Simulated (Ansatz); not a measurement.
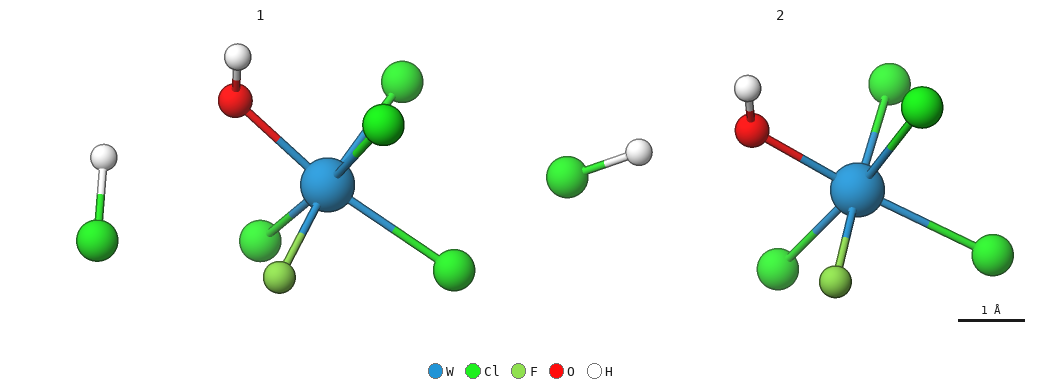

Two geometries of WH₂OCl₅F, drawn at one scale. One is the start of a relaxation, the other its converged end. The picture is a ball-and-stick view, seen from a free direction.

Theory: Ansatz 0.2.0, RKS PBE/def2-SVP. Set-up: no spin polarisation; force threshold 0.03 eV/Å; at most 50 steps.

### Which of the two is the end point?

Structure 2 is the relaxed one. The run prepares an end point of a later path (reaction) calculation, from a guessed geometry. Over 20 accepted moves (23 points after the start) the energy falls by 0.311 eV. Largest force component: 1 eV/Å at the start, 0.028 eV/Å at the end. The line search rejected the trial steps at points 6, 10, 14 of the run. The atom that moves furthest after the best rigid fit is a Cl atom (1.62 Å). By element the largest moves are Cl 1.62 Å, F 0.64 Å, H 0.62 Å, O 0.57 Å, W 0.20 Å. Among the contacts that change: Cl–H 1.335 → 1.311 Å, Cl–W 2.329 → 2.311 Å, Cl–W 2.364 → 2.351 Å, F–W 1.876 → 1.888 Å. Among the angles between lasting bonds that change: F–W–O 97.3° → 90.8°, Cl–W–F 172.8° → 176.2°, Cl–W–O 93.1° → 90.0°. Cost: 80 s on 4 threads of Arm Neoverse V2, on a shared host, peak memory 0.28 GiB.

Limits of the set-up: the start holds two separate molecules, 2.2 Å apart at their closest, whose relative position is a soft coordinate and is computed without a dispersion correction.
